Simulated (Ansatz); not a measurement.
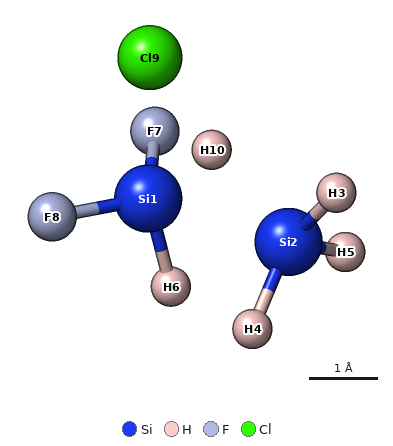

The structure as given in the input (ball-and-stick view, seen at a tilt; atoms are numbered from 1 in the order of the input). Bond lengths as drawn: F–Si 1.59 Å and H–Si 1.48 to 1.49 Å.

# Run report: Si₂H₅ClF₂, frequency calculation

Si₂H₅ClF₂, computed with RKS PBE0-D4/6-31G* (Ansatz 0.2.0).

It belongs to a series of runs on one base structure; here: vibrations at the highest image of the band. Figures and captions count atoms from 1; the log counts them from 0 in places.

Log:
```
Engine: ansatz 0.2.0, aarch64-unknown-linux-gnu
Functional definition: PBE0
  parameter a = 0.25
  parameter kappa = 0.804
  parameter beta = 0.06672455060314922
  exchange = (1 - a)*pbe_x(kappa = kappa, mu = beta*pi^2/3) + a*exact_x
  correlation = pbe_c(beta = beta)
977 factors; integrals over basis functions are off by at most 7.0e-4 eV
mean field evaluation 1: about -33774.3170 eV, gradient 3.8e1 eV
mean field evaluation 2: about -33771.2322 eV, gradient 5.8e1 eV
mean field evaluation 4: about -33776.7187 eV, gradient 5.6e-1 eV
mean field evaluation 8: about -33776.7496 eV, gradient 3.5e-2 eV
mean field -33776.74957687 eV, -1241.2726522469 hartree, gradient 6.0e-5 eV, S^2 0.000000; 0 other end points of the search recorded, 0 dependent functions left out
the calculation of the forces begins
reference -33776.74960741 eV, -1241.2726533691 hartree; 34, 34 occupied and 63, 63 virtual orbitals, 977 factors
these checks for a lower state are left out or cut short: stability, starts, cluster_reference, orbital_swaps, neighbouring_geometries, increment
977 factors; integrals over basis functions are off by at most 7.0e-4 eV
mean field evaluation 16: about -33776.7196 eV, gradient 1.7e-1 eV
mean field -33776.74949980 eV, -1241.2726494145 hartree, gradient 9.7e-7 eV, S^2 0.000000; 0 other end points of the search recorded, 0 dependent functions left out
[... from here on the field's lines of each further geometry are left out, up to the last ...]
the calculation of the forces begins
reference -33776.74959097 eV, -1241.2726527651 hartree; 34, 34 occupied and 63, 63 virtual orbitals, 977 factors
these checks for a lower state are left out or cut short: stability, starts, cluster_reference, orbital_swaps, neighbouring_geometries, increment
977 factors; integrals over basis functions are off by at most 7.0e-4 eV
mean field -33776.74955393 eV, -1241.2726514039 hartree, gradient 9.7e-7 eV, S^2 0.000000; 0 other end points of the search recorded, 0 dependent functions left out
the calculation of the forces begins
reference -33776.74958447 eV, -1241.2726525260 hartree; 34, 34 occupied and 63, 63 virtual orbitals, 977 factors
WARN: phonons: modes at or below zero, which the zero-point energy, F, S and C_V leave out: 1, the lowest at -914.30 cm⁻¹. A minimum has none, and a first-order saddle one
Total energy: -33776.96213175 eV, -1241.2804634948 hartree
Atom 0 at    -0.226322     0.019037     0.138301 Å, force    -0.001849    -0.000134     0.001513 eV/Å
Atom 1 at    -0.111822     0.105437     2.665537 Å, force     0.001425     0.000384     0.000122 eV/Å
Atom 2 at    -1.176367    -0.155788     3.666876 Å, force    -0.001150    -0.000239     0.000066 eV/Å
Atom 3 at     0.997102    -0.873788     2.775061 Å, force     0.000098     0.000047    -0.000885 eV/Å
Atom 4 at     0.363837     1.509322     2.723084 Å, force    -0.000211     0.000703    -0.000422 eV/Å
Atom 5 at     1.193390     0.404214     0.363294 Å, force     0.000427     0.000210     0.000025 eV/Å
Atom 6 at    -0.800977     1.259668    -0.671499 Å, force     0.000552    -0.000368     0.000257 eV/Å
Atom 7 at    -0.095280    -1.375746    -0.611687 Å, force    -0.000091    -0.000352    -0.000601 eV/Å
Atom 8 at    -2.669823    -0.627386     0.485940 Å, force     0.000914     0.000876    -0.000481 eV/Å
Atom 9 at    -1.354737    -0.253069     1.431893 Å, force    -0.000115    -0.001127     0.000406 eV/Å
Dipole moment:     0.683715     0.197684     0.647385 e Å
Vibrations: -914.30 80.55 164.53 166.16 216.37 242.78 267.21 321.27 428.38 478.08 526.85 820.32 833.02 877.99 901.40 907.93 934.75 983.26 1048.45 1422.28 2250.35 2276.33 2307.85 2310.97 cm⁻¹, zero-point energy 1.287397 eV
```

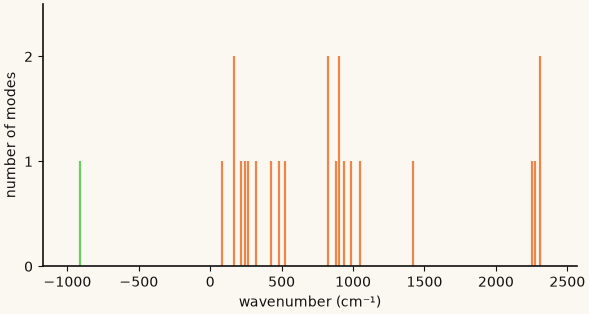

Harmonic vibrational wavenumbers from the force constants; neighbouring modes closer than 15 cm⁻¹ are counted in one stick, and imaginary ones are drawn at negative wavenumbers. 24 modes from 914i to 2311 cm⁻¹, 1 imaginary beyond 8i (914i cm⁻¹): a first-order saddle point, if the geometry is stationary.

The run was set up as follows.

The input:
```yaml
crystal:
  periodic: [false, false, false]
  atoms:
    - { symbol: Si, position_ang: [-0.226322, 0.019037, 0.138301] }
    - { symbol: Si, position_ang: [-0.111822, 0.105437, 2.665537] }
    - { symbol: H, position_ang: [-1.176367, -0.155788, 3.666876] }
    - { symbol: H, position_ang: [0.997102, -0.873788, 2.775061] }
    - { symbol: H, position_ang: [0.363837, 1.509322, 2.723084] }
    - { symbol: H, position_ang: [1.19339, 0.404214, 0.363294] }
    - { symbol: F, position_ang: [-0.800977, 1.259668, -0.671499] }
    - { symbol: F, position_ang: [-0.09528, -1.375746, -0.611687] }
    - { symbol: Cl, position_ang: [-2.669823, -0.627386, 0.48594] }
    - { symbol: H, position_ang: [-1.354737, -0.253069, 1.431893] }
basis:
  gaussian: { orbitals: "6-31G*" }
hamiltonian:
  xc: pbe0
  dispersion: d4
phonons: {}
```

Launch command:
```bash
ansatz run input.yaml --threads 2 --pin off --max-ram 3072MiB --backend cpu --events-out ev --progress --plain --runs-dir out
```

Results in brief:

```csv
quantity,value
outcome,converged
total energy,−33776.9621 eV
mean-field energy,−33776.7496 eV
largest force (length of the vector),0.002 eV/Å
hardware,"2 threads of Arm Neoverse V2, 24 GiB of memory available, shared host"
wall time,1.7 min (CPU time 3.2 min)
peak memory,0.21 GiB
```
